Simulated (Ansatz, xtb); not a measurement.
## Ligand exchange: CH2FI + BH(CH3)(OH) → CH3FO + BH(CH3)I

Gas-phase species: CH2FI `FCI`, singlet; BH(CH3)(OH), singlet; CH3FO `OCF`, singlet; BH(CH3)I, singlet. The partners trade I for OH: C–I and B–OH bonds give way to C–OH and B–I.

Shapes, held fixed at every level: PBE0-D4/def2-TZVP. Flexible molecules stand in one conformer, not always the lowest. Programs: Ansatz 0.2.0, xtb 6.7.1. The zero-point and thermal change to 298 K, harmonic and unscaled (PBE0-D4/def2-TZVP), is +0.6 kJ/mol.

```
               level                    kind  ΔH(298 K) (kJ/mol)  less CCSD(T)/def2-TZVPP
            GFN0-xTB          semi-empirical               +33.9                    -26.4
r2SCAN-D4/def2-TZVPP                meta-GGA               +62.6                     +2.3
  wB97M-V/def2-TZVPP  range-separated hybrid               +64.6                     +4.3
  wB97X-V/def2-TZVPP  range-separated hybrid               +60.3                      0.0
   B2PLYP/def2-TZVPP           double hybrid               +65.7                     +5.4
    CCSD(T)/def2-SVP   coupled cluster or CI               +57.0                     -3.3
     CCSD/def2-TZVPP   coupled cluster or CI               +59.7                     -0.6
  CCSD(T)/def2-TZVPP   coupled cluster or CI               +60.3                      0.0
```

The highest level, CCSD(T)/def2-TZVPP, gives ΔH(298 K) = +60.3 kJ/mol; the levels span +33.9 to +65.7. The column of differences is taken from that level and isn't an error. No measured value is set beside it here. For atoms past krypton def2 sets carry core potentials with scalar relativity. Outer-core shells of I are correlated, in sets that cover them unevenly.

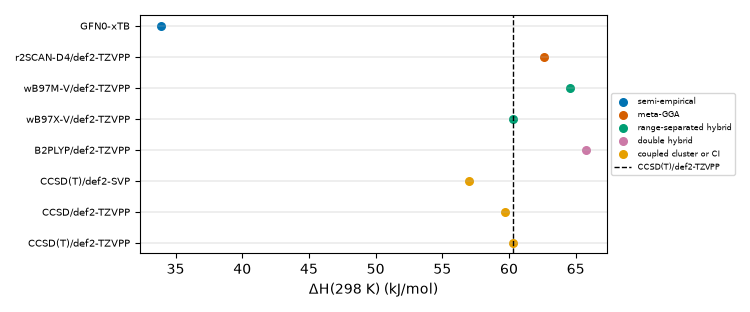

The values of the table, level by level.
